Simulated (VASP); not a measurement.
Band structure of KI (rock salt). These are PBE GGA, VASP's PBE PAW potentials (set 64) (plane waves; VASP) values and carry that method's errors.

Unless said otherwise, spin-orbit coupling is left out, though it shifts the bands of the heavy elements here.

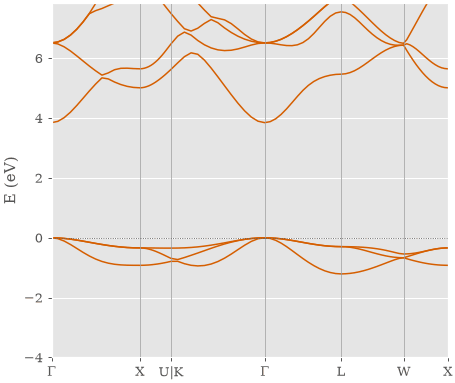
Figure. Bands along high-symmetry lines, zero at the valence-band maximum or, without a gap, the Fermi level

### Question
Read the plot: is there a gap, and where are the band edges?

### Answer
The gap is direct, 3.85 eV, from the valence maximum at Γ to the conduction minimum at Γ. (Edges off the drawn lines would not show.)

Measured: gap 6.10 eV (computed value off by -2.25 eV), as given by Aguado et al., (1998), arXiv:cond-mat/9809176.

The compound is KI in the rock salt structure. It was relaxed first, which changed the volume by +5 %.
